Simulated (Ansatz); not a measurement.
Cost and result by functional for the adsorption energy of Br on the 1x1 (100) surface of monoclinic HfO2 (cut with top plane 2 O), one in a 1x1 cell, started at the site 'hollow O-O-O', in Ansatz (plane waves, PAW). Single points on the PBE structure, on one kind of machine; costs are rough ratios of the slab run's core time (references not counted) to the cheapest single point. r2SCAN's cost holds its higher cutoff (500 against 420 eV). Differences are taken against r2SCAN for comparison alone: no measured value is at hand, so the table doesn't rank accuracy. The points keep PBE's geometry, so the relaxation of a polaron and the settling of charge on one site are left out.

Host crystal: monoclinic HfO2, with a band gap (PBE, scalar-relativistic without spin-orbit coupling).

Slab: 25 atoms, 9.3 Å thick at the start under the adsorbate (thin: gaps and levels are the slab's own); k 4x4x1, smearing 0.01 eV, dipole-corrected; 12 atoms held, the rest relaxed; no symmetry held; spin-polarised, ending with about 1.0 μB a cell; orders that need a larger cell were not tried, no spin-orbit, no U, no dispersion correction. At the end it is bonded to Hf. In PBE it is, or lies within 0.03 eV of, the lowest of the starts that converged. These notes are the PBE run's. RPBE: The program's check for a lower electronic state was not made. r2SCAN: The program's check for a lower electronic state was not made. Adsorption energies are against ½ Br2(g). A negative adsorption energy means that the adsorbate is more stable on the surface than in its reference.

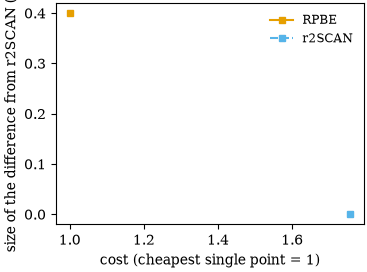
Difference from r2SCAN against cost

| functional | relative cost | adsorption energy (eV) | less r2SCAN (eV) |
|---|---|---|---|
| RPBE | 1 | 0.24 | 0.40 |
| r2SCAN | 2 | -0.16 | 0.00 |
| PBE (the relaxed run's value) | – | 0.04 | 0.21 |

The values span 0.40 eV, while the single points' costs differ by a factor of roughly 2. Differences are of unrounded values.

Ansatz is a quantum-chemistry and plane-wave program.
